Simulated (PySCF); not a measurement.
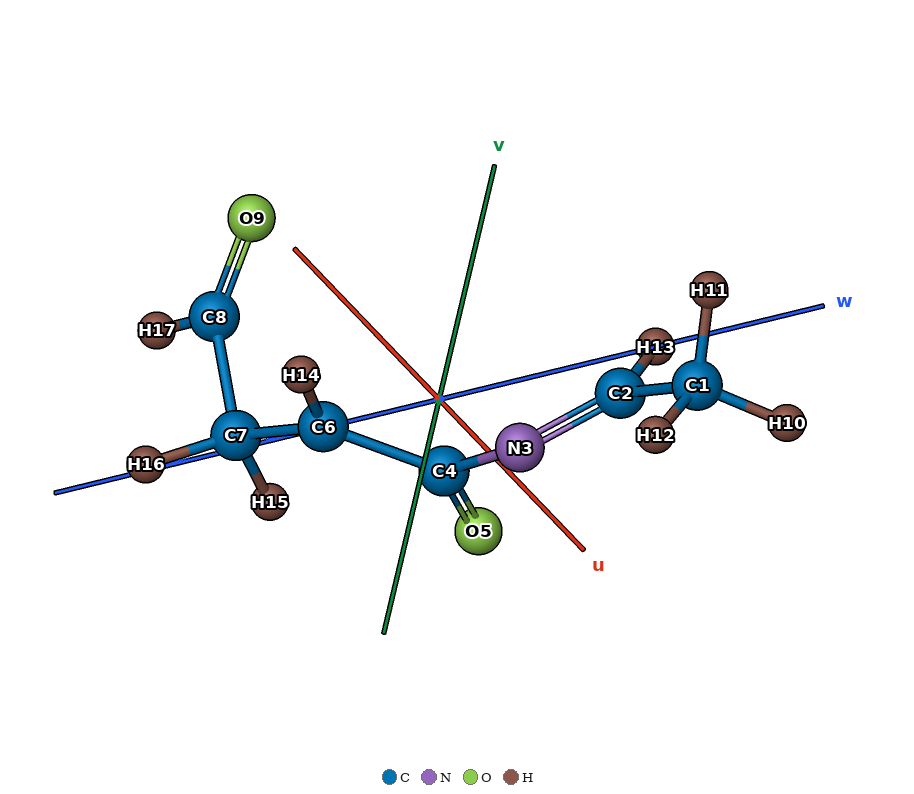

The lines u, v and w are the principal axes of the g tensor. Charge 0, doublet. Computed geometry: GFN2-xTB optimisation. No frequency run is at hand to confirm it as a minimum. Method: UKS B3LYP, pcH-1 on C H N O, non-relativistic, mean-field spin-orbit, GIAO (PySCF 2.14.0).

Along which axis does g lie farthest from the free-electron value?

Answer. Along u: the shift is 3546 ppm.

Give the principal values and shifts.

```csv
axis,g,shift (ppm)
u,2.00587,3546
v,2.00220,−118
w,2.00343,1111
```
